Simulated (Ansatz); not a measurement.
FHOSi···H2O

Input

```
crystal:
  periodic: [false, false, false]
  atoms:
    - {symbol: Si, position_ang: [0.972071, -0.434761, 0.774306]}
    - {symbol: F, position_ang: [1.233061, -0.900628, -0.784666]}
    - {symbol: H, position_ang: [-1.189856, -0.931073, -0.705696]}
    - {symbol: O, position_ang: [-1.209277, -0.691208, 0.229070]}
    - {symbol: O, position_ang: [0.829633, 1.210085, 0.551915]}
    - {symbol: H, position_ang: [-1.571986, 0.201307, 0.278841]}
    - {symbol: H, position_ang: [0.936453, 1.546176, -0.343768]}
basis:
  gaussian: {orbitals: def2-TZVPP}
hamiltonian: {xc: pbe0, dispersion: d4}
output: {orbitals: {seedname: orbitals}}
```

Run with:

```sh
ansatz run in.yaml --threads 2 --pin off --events-out ev --progress --plain --max-ram 4352MiB
```

The reactant side of a reaction path; geometry: PBE0-D4/def2-TZVP.

Level of theory: RKS PBE0-D4/def2-TZVPP in Ansatz.

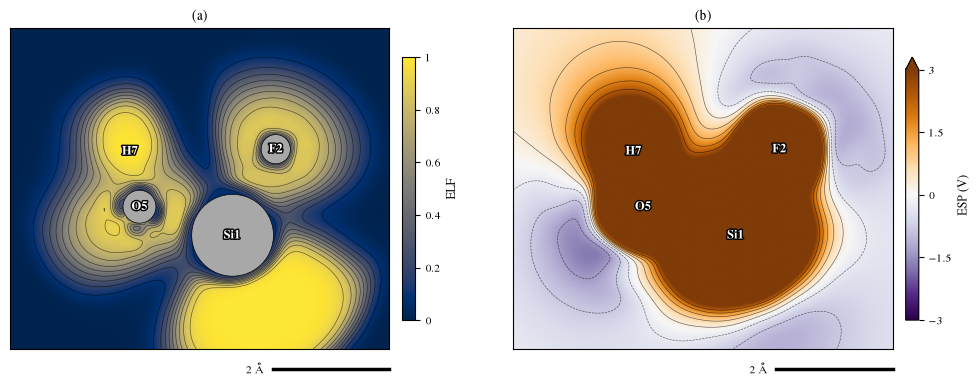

Figure 1. (a) electron localisation function; (b) molecular electrostatic potential on the plane of atoms F2, Si1 and O5. Grey discs cover the atomic cores in the ELF map.

**What does the map show?**

- The section cuts through Si, F, O and H sites.
- Si–F (1.65 Å): the ELF peaks at about 0.85 in the valence shell of F, 0.6 Å from its nucleus, and is about 0.45 at the midpoint.
- Si–O (1.67 Å): the ELF peaks at about 0.90 between the atoms (a polar covalent bond).
- O–H (0.96 Å): the ELF climbs to about 1 towards the hydrogen, as it does in any bond to H; an ordinary covalent bond to hydrogen.
- The ELF also peaks beside Si1, O5 and F2, away from the bonds: lone-pair regions.
- Outside the dense part of the complex the potential is most negative (−1.7 V) near O5.

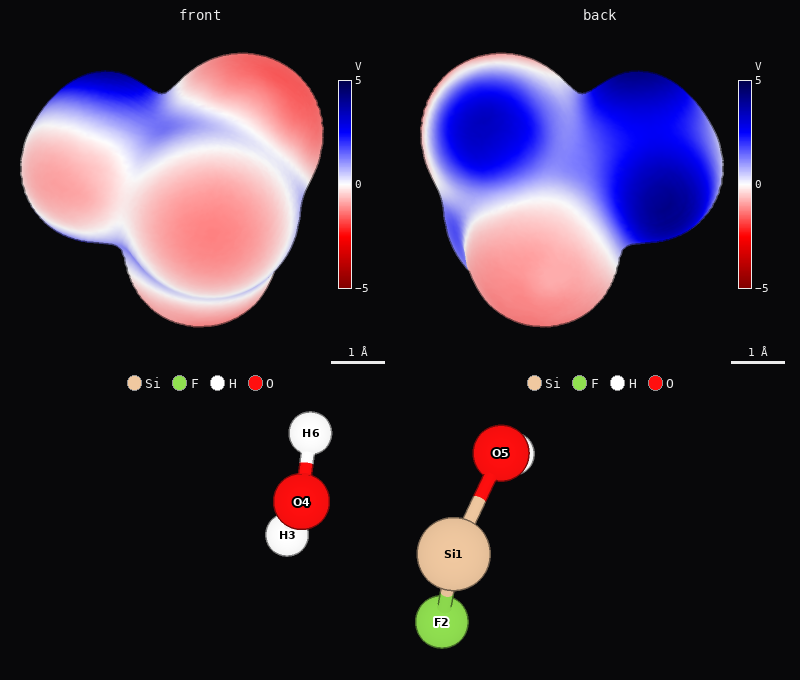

Figure 2. The electrostatic potential painted on the density surface at 0.004 e/bohr³, seen from the front and from behind; red is negative and blue positive. The bare structure is drawn below in the same view.

**Where is the surface potential most negative and most positive?**

The most negative region (about −1.6 V) lies over O5, the most positive (about +4.1 V) over H3 and H6. O5 is the likeliest acceptor of a hydrogen bond.

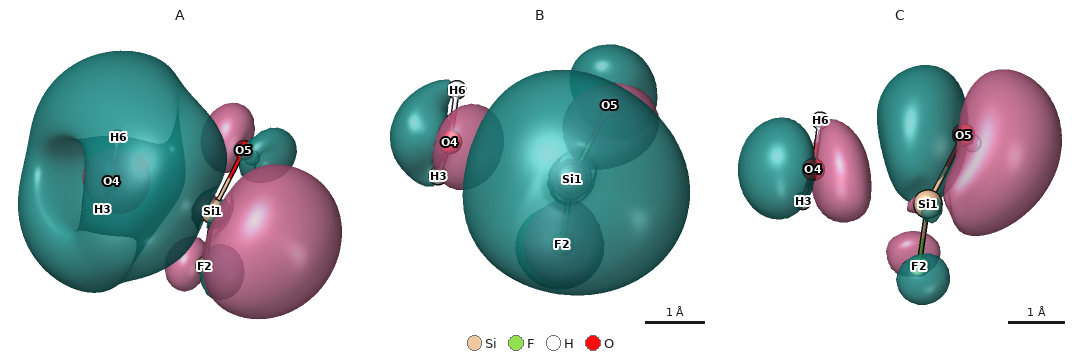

Figure 3. Three frontier orbitals at ±0.06 Å⁻³ᐟ² (teal and pink are the two phases), in no order.

**Order the three orbitals by energy and name them.**

C is the HOMO−1 (−9.53 eV). It lies mainly on O5 (about 70 %) and O4 (about 10 %); largely a lone pair of O5. B is the HOMO (−6.69 eV). It lies mainly on Si1 (about 75 %), O5 (about 10 %) and F2 (about 10 %). A is the LUMO (−0.21 eV). It lies mainly on Si1 (about 50 %), H6 (about 15 %), H3 (about 10 %), O4 (about 10 %) and O5 (about 5 %).

**What is the HOMO–LUMO gap?**

6.48 eV between the orbital energies.
